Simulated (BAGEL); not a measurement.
# ROHF/6-31G(d) (density fitting with qzvpp-jkfit, spherical functions) run of [AlH3]− (SMILES [AlH3-])

What is the energy change on altering one bond length of [AlH3]− at ROHF/6-31G* (density fitting with qzvpp-jkfit, spherical functions)? 

The results are computed with BAGEL 1.2.2.

3 further runs of the same task are left out: 3 that didn't finish. Runs told in other sessions of the task aren't counted.

### 1 The molecule

The species is [AlH3]− (4 atoms), meant as a doublet with charge -1. SMILES: `[AlH3-]`. The shape comes from GFN2-xTB, which is rough for such elements, and wasn't checked as a minimum.

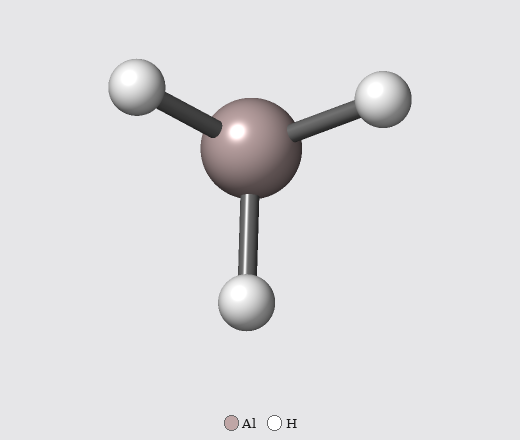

Viewed from a chosen angle; aluminium light grey, hydrogen white.

### 2 The energy at ROHF/6-31G(d) (density fitting with qzvpp-jkfit, spherical functions)

input.json

```json
{ "bagel": [

{
  "title": "molecule",
  "basis": "6-31gs.json",
  "df_basis": "qzvpp-jkfit",
  "angstrom": true,
  "geometry": [
    { "atom": "Al", "xyz": [      -0.161060,       0.455350,      -0.307260 ] },
    { "atom": "H", "xyz": [       0.471920,       0.754070,       1.224440 ] },
    { "atom": "H", "xyz": [      -1.350110,      -0.683860,       0.050500 ] },
    { "atom": "H", "xyz": [       1.039250,      -0.525560,      -0.967690 ] }
  ]
},

{
  "title": "rohf",
  "charge": -1,
  "nopen": 1
},

{
  "title": "print",
  "file": "orbitals.molden",
  "orbitals": true
}

]}
```

The basis set 6-31G* is read from a file made from the Basis Set Exchange's data (not shown).

Command:

```
BAGEL_NUM_THREADS=1 BAGEL input.json > input.out
```

The program printed:

```text
* using 1 threads per process

  ===============================================================
  ===============================================================

  *** Geometry ***

  { "atom" : "Al", "xyz" : [     -0.304359,      0.860487,     -0.580637 ] },
  { "atom" : "H", "xyz" : [      0.891800,      1.424986,      2.313856 ] },
  { "atom" : "H", "xyz" : [     -2.551338,     -1.292308,      0.095431 ] },
  { "atom" : "H", "xyz" : [      1.963898,     -0.993164,     -1.828669 ] },

  Number of auxiliary basis functions:      182

  Since a DF basis is specified, we compute 2- and 3-index integrals:
    o Being stored without compression. Storage requirement is 0.001 GB

  Number of basis functions:       24
  Number of electrons      :       16

    * METHOD: MOLECULE                             0.02

  *** Open-shell HF ***

  === Nuclear Repulsion ===
    12.8604091249

      * DIIS with orbital gradients will be used.

  === ROHF iteration (6-31gs.json) ===
      0       -243.56237591          0.02480657           0.00
      1       -243.59071684          0.00695500           0.00
      2       -243.59383349          0.00294682           0.00
      3       -243.59450904          0.00044621           0.00
      4       -243.59458055          0.00005874           0.00
      5       -243.59458905          0.00001520           0.00
      6       -243.59459009          0.00000358           0.00
      7       -243.59459034          0.00000099           0.00
      8       -243.59459043          0.00000019           0.00
      9       -243.59459046          0.00000003           0.00
     10       -243.59459047          0.00000000           0.00
    * SCF iteration converged.

    * S^2 (ROHF) is 0.7500

    * Permanent dipole moment:
           (    0.173721,    -0.492747,     0.331493) a.u.

    * METHOD: ROHF                                 0.05

    * METHOD: PRINT                                0.00

  ===============================================================
```

Wall time 0.42 s (1 thread of Intel Xeon 6975P-C (Granite Rapids), shared host); peak memory 0.14 GiB.

### 3 The distorted shape

calc.json

```json
{ "bagel": [

{
  "title": "molecule",
  "basis": "6-31gs.json",
  "df_basis": "qzvpp-jkfit",
  "angstrom": "true",
  "geometry": [
    { "atom": "Al", "xyz": [       0.195685,       0.797142,      -0.414597 ] },
    { "atom": "H", "xyz": [       0.828665,       1.095862,       1.117103 ] },
    { "atom": "H", "xyz": [      -1.350110,      -0.683860,       0.050500 ] },
    { "atom": "H", "xyz": [       1.395995,      -0.183768,      -1.075027 ] }
  ]
},

{ "title": "rohf", "charge": -1, "nopen": 1 },

{ "title": "print", "file": "orbitals.molden", "orbitals": "true" }

]}
```

The basis set 6-31G* is read from a file made from the Basis Set Exchange's data (not shown).

Command:

```
BAGEL_NUM_THREADS=1 BAGEL calc.json > calc.out
```

The program printed:

```text
* using 1 threads per process

  ===============================================================
  ===============================================================

  *** Geometry ***

  { "atom" : "Al", "xyz" : [      0.369791,      1.506380,     -0.783475 ] },
  { "atom" : "H", "xyz" : [      1.565950,      2.070879,      2.111019 ] },
  { "atom" : "H", "xyz" : [     -2.551338,     -1.292308,      0.095431 ] },
  { "atom" : "H", "xyz" : [      2.638048,     -0.347271,     -2.031507 ] },

  Number of auxiliary basis functions:      182

  Since a DF basis is specified, we compute 2- and 3-index integrals:
    o Being stored without compression. Storage requirement is 0.001 GB

  Number of basis functions:       24
  Number of electrons      :       16

    * METHOD: MOLECULE                             0.02

  *** Open-shell HF ***

  === Nuclear Repulsion ===
    11.8631578176

      * DIIS with orbital gradients will be used.

  === ROHF iteration (6-31gs.json) ===
      0       -243.53202513          0.02386962           0.00
      1       -243.56119260          0.00769120           0.00
      2       -243.56554466          0.00357915           0.00
      3       -243.56673493          0.00065186           0.00
      4       -243.56686657          0.00013027           0.00
      5       -243.56688295          0.00004059           0.00
      6       -243.56688628          0.00001067           0.00
      7       -243.56688656          0.00000361           0.00
      8       -243.56688675          0.00000118           0.00
      9       -243.56688678          0.00000028           0.00
     10       -243.56688677          0.00000007           0.00
     11       -243.56688676          0.00000002           0.00
     12       -243.56688676          0.00000001           0.00
    * SCF iteration converged.

    * S^2 (ROHF) is 0.7500

    * Permanent dipole moment:
           (   -0.406876,    -0.998853,     0.476878) a.u.

    * METHOD: ROHF                                 0.06

    * METHOD: PRINT                                0.00

  ===============================================================
```

Wall time 0.54 s (1 thread of Intel Xeon 6975P-C (Granite Rapids), shared host); peak memory 0.14 GiB.

### 4 Outcome

Level: ROHF/6-31G* (density fitting with qzvpp-jkfit, spherical functions).

| quantity | value |
| --- | --- |
| first shape: total energy | -243.59459 Eh |
| first shape: ⟨S²⟩ | 0.750 |
| distorted shape: total energy | -243.56689 Eh |
| distorted shape: ⟨S²⟩ | 0.750 |
| energy change with the Al1–H3 bond stretched from 1.685 to 2.191 Å | 0.754 eV |

With the Al1–H3 bond stretched from 1.685 to 2.191 Å the energy rises by 0.75 eV (17.4 kcal/mol). The first shape isn't relaxed at this level, so the change isn't measured from a minimum.
